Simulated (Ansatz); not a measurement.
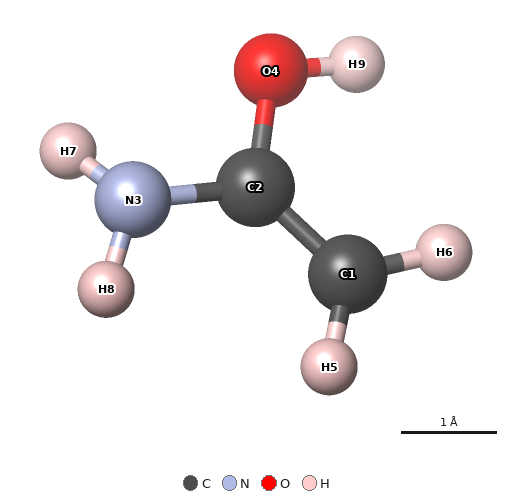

Figure 1. The input geometry (ball-and-stick view, seen at a tilt; atoms are numbered from 1 in the order of the input).

C2H5NO: single-point calculation

- system: C2H5NO, SMILES C=C(N)O
- method: RKS PBE-QIDH (frozen core)/def2-TZVPP (Ansatz 0.2.0)

The geometry comes from this level: PBE0-D4/def2-TZVP.

## The input
```yaml
crystal:
  periodic: [false, false, false]
  atoms:
    - {symbol: C, position_ang: [0.245899, 1.129821, -0.311510]}
    - {symbol: C, position_ang: [-0.066001, -0.081609, 0.164134]}
    - {symbol: N, position_ang: [0.556530, -1.266495, -0.155389]}
    - {symbol: O, position_ang: [-1.028879, -0.312096, 1.089520]}
    - {symbol: H, position_ang: [1.008860, 1.250124, -1.066523]}
    - {symbol: H, position_ang: [-0.234094, 2.018400, 0.074664]}
    - {symbol: H, position_ang: [-0.048264, -2.071649, -0.109601]}
    - {symbol: H, position_ang: [1.116152, -1.235189, -0.990394]}
    - {symbol: H, position_ang: [-1.461802, 0.522293, 1.288002]}
basis:
  gaussian: {orbitals: def2-TZVPP}
hamiltonian: {xc: {name: PBE-QIDH}}
```

Command:
```bash
ansatz run in.yaml --threads 2 --pin off --events-out ev --progress --plain --max-ram 4352MiB
```

## Log
```
Functional definition: PBE-QIDH
  name "PBE-QIDH"
  cite "Brémond, Sancho-García, Pérez-Jiménez & Adamo, J. Chem. Phys. 141, 031101 (2014) doi:10.1063/1.4890314"
  cite "Perdew, Burke & Ernzerhof, Phys. Rev. Lett. 77, 3865 (1996) doi:10.1103/PhysRevLett.77.3865"
  parameter a = 3^(-1/3)
  parameter c = 1/3
  exchange = (1 - a)*pbe_x + a*exact_x
  correlation = (1 - c)*pbe_c + c*(mp2_os + mp2_ss)
1173 factors; integrals over basis functions are off by at most 9.5e-4 eV
mean field evaluation 1: about -5674.7688 eV, gradient 4.7e1 eV
mean field evaluation 2: about -5674.7711 eV, gradient 4.7e1 eV
mean field evaluation 4: about -5679.1747 eV, gradient 3.0e0 eV
mean field evaluation 8: about -5679.1957 eV, gradient 2.5e-1 eV
mean field evaluation 16: about -5679.1959 eV, gradient 1.7e-4 eV
mean field -5679.19588773 eV, -208.7065993769 hartree, gradient 6.4e-6 eV, S^2 0.000000; 0 other end points of the search recorded, 0 dependent functions left out
4 core orbitals not correlated: weight in the atoms' cores, before any rotation towards them, 1.000 or more for the frozen orbitals, at most 0.000 for the correlated occupied ones
reference -5679.19589772 eV, -208.7065997441 hartree; 12, 12 occupied and 178, 178 virtual orbitals, 1173 factors
second order -23.66226926 eV of doubles, -0.00000000 eV of singles
Total energy: -5687.08332081 eV, -208.9964571962 hartree
```

## Key numbers

```csv
quantity,value
outcome,converged
total energy,−5687.0833 eV
mean-field energy,−5679.1959 eV
SCF solution under orbital rotations,stable
hardware,"2 threads of Arm Neoverse N1, 23 GiB of memory available, shared host"
wall time,7.5 s (CPU time 14 s)
peak memory,0.36 GiB
```
